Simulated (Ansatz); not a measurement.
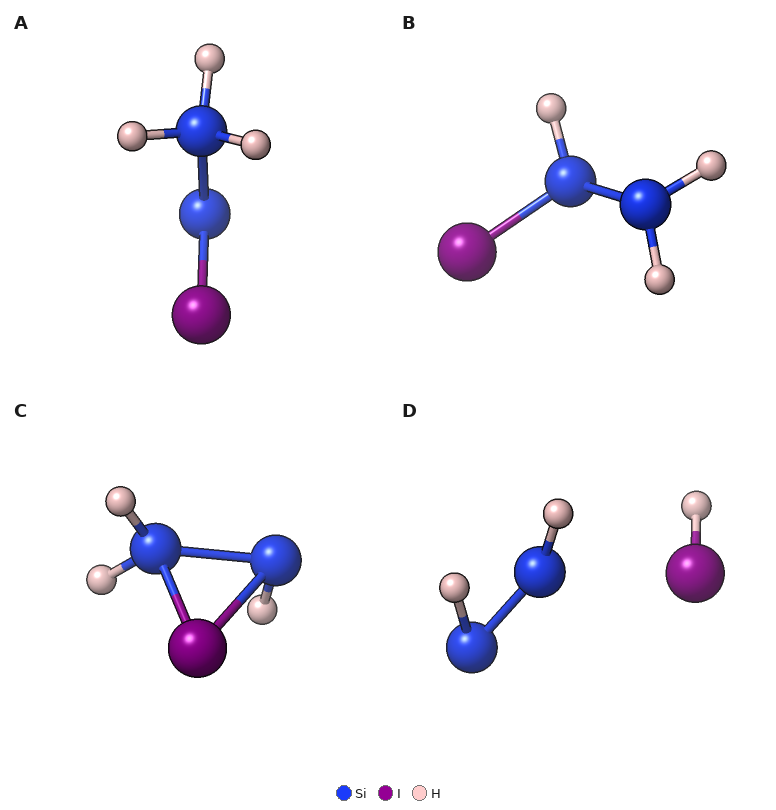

4 stationary structures of one formula. Geometries: PBE-D4/def2-SVP. Electronic energies: PBE-D4/def2-SVP (Ansatz 0.2.0), without zero-point energy. No frequency run is at hand to confirm each as a minimum.

Which structure is the most stable?

Answer. A is lowest; C lies 0.3 kcal/mol above it (C1), B lies 2.6 kcal/mol above it (C1), D lies 53.9 kcal/mol above it (C1).
